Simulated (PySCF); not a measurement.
H4AlF2N, singlet at its B3LYP/def2-SVP optimised geometry (Å):

```
8

Al    -0.2186    -0.9896     0.0000
H     -0.9637    -1.4973    -1.2983
F      1.4628    -0.9896     0.0000
F     -0.9295    -1.2954     1.4928
N     -0.4784     1.0406     0.0000
H     -1.4628     1.3148    -0.0585
H      0.0178     1.4973    -0.7700
H     -0.1067     1.4248     0.8740
```

Computed with B3LYP/def2-TZVP in PySCF. Cells within 0.4 Å of a nucleus heavier than hydrogen are left out (blank, or x).

Map of the deformation density (molecule minus spherical neutral atoms) (e/bohr³) on the plane z = 1.5 Å:

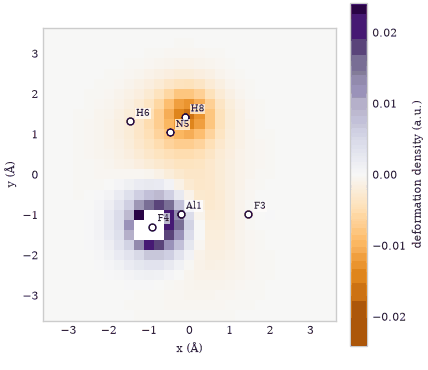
Fig. 1. Deformation density (molecule minus spherical neutral atoms) (e/bohr³) on the plane z = 1.5 Å.
